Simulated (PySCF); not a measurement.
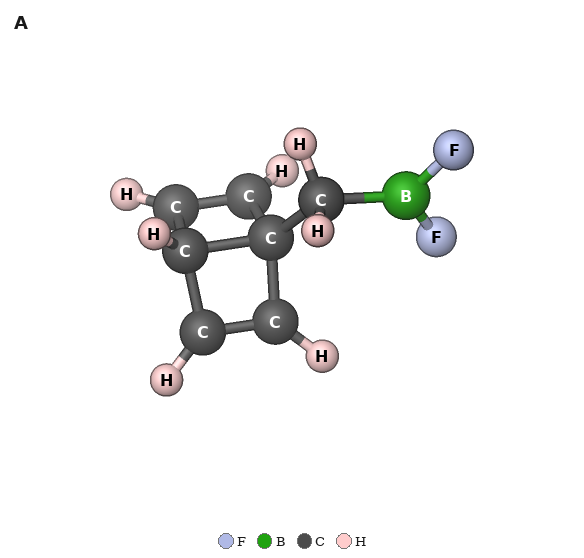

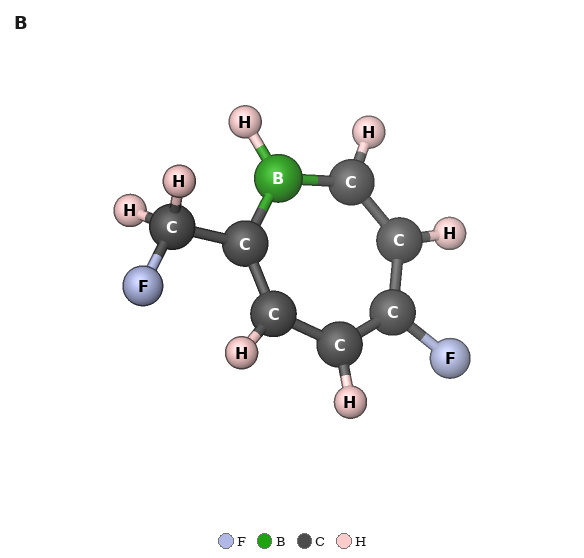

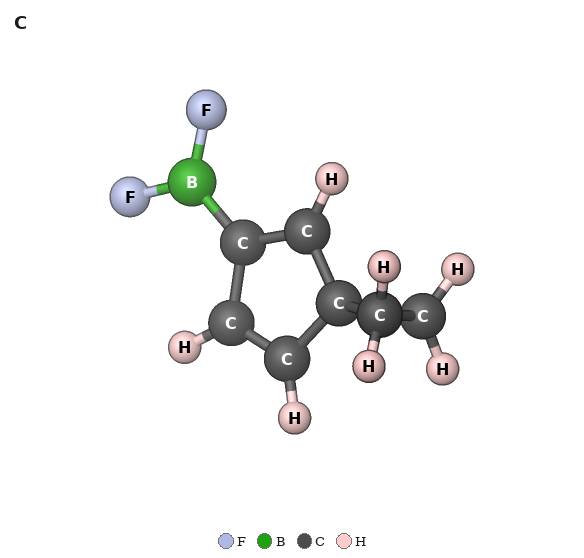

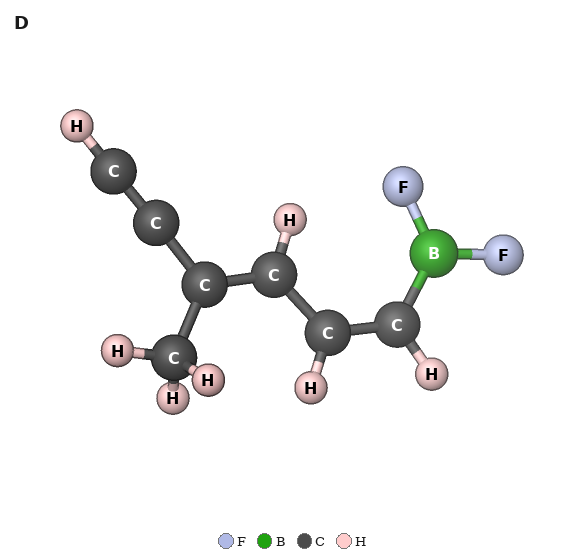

4 stationary structures of one formula. Geometries: GFN2-xTB. Electronic energies: PBE0/pcSseg-1 (PySCF 2.14.0), without zero-point energy. No frequency run is at hand to confirm each as a minimum. Each is one conformer, not always the lowest.

Question: Are they conformers, stereoisomers or constitutional isomers?

Answer: They are constitutional isomers of C7H7BF2: A `FB(F)C[C@]12C=C[C@H]1C=C2`, B `FCC1=CC=C(F)C=CB1`, C `FB(F)C1=CC2(C=C1)CC2`, D `C#C/C(C)=C/C=C\B(F)F`.

Question: Which structure is the most stable?

Answer: C is lowest; D lies 32.9 kcal/mol above it, A lies 43.1 kcal/mol above it, B lies 74.3 kcal/mol above it.

The geometry is semi-empirical. Around B such bond lengths and angles can be off by a tenth of an ångström or more and by several degrees, and values that hang on the shape move with them.
